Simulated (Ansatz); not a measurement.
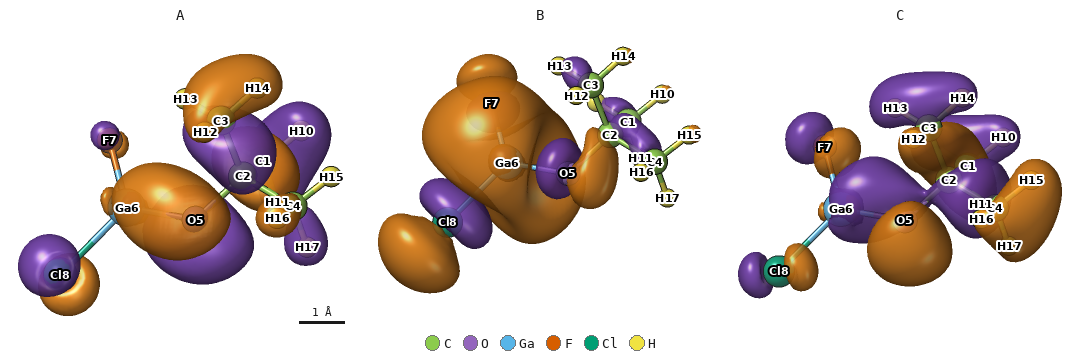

Figure. C₄H₉ClFGaO (SMILES CC(C)(C)[O][Ga]([F])[Cl]). Three frontier orbitals at ±0.06 Å⁻³ᐟ² (orange and purple are the two phases), in no order.

Geometry: PBE0-D4/def2-TZVP.

The calculation used RKS PBE0-D4/def2-TZVPP (Ansatz 0.2.0).

```xyz
17

C     0.4294   -0.7110   -1.2317
C    -0.0987   -0.3354    0.1446
C     1.0365    0.0987    1.0595
C    -0.8722   -1.4908    0.7579
O    -1.0518    0.7294    0.0207
Ga   -0.6759    2.3131   -0.6381
F     0.9245    2.7261   -1.2037
Cl   -2.1566    3.8062   -0.7780
H     0.9853    0.1209   -1.6749
H     1.1071   -1.5654   -1.1698
H    -0.3979   -0.9778   -1.8931
H     0.6416    0.4078    2.0299
H     1.5929    0.9321    0.6200
H     1.7413   -0.7199    1.2222
H    -0.2250   -2.3600    0.8939
H    -1.2759   -1.2008    1.7297
H    -1.7047   -1.7732    0.1109
```

Order the three orbitals by energy and name them.

Answer. C is the HOMO−1 (−8.73 eV). Its weight (Hirshfeld) is mainly on O5 (about 40 %), C2 (about 15 %), C4 (about 15 %) and Ga6 (about 5 %). A is the HOMO (−8.42 eV). By Hirshfeld shares it lies mainly on O5 (about 50 %), C2 (about 10 %), C3 (about 10 %), C1 (about 10 %) and Ga6 (about 5 %). B is the LUMO (−1.35 eV). Its weight (Hirshfeld) is mainly on Ga6 (about 50 %), Cl8 (about 20 %), F7 (about 10 %) and O5 (about 10 %).

What is the HOMO–LUMO gap?

Answer. 7.07 eV between the orbital energies.
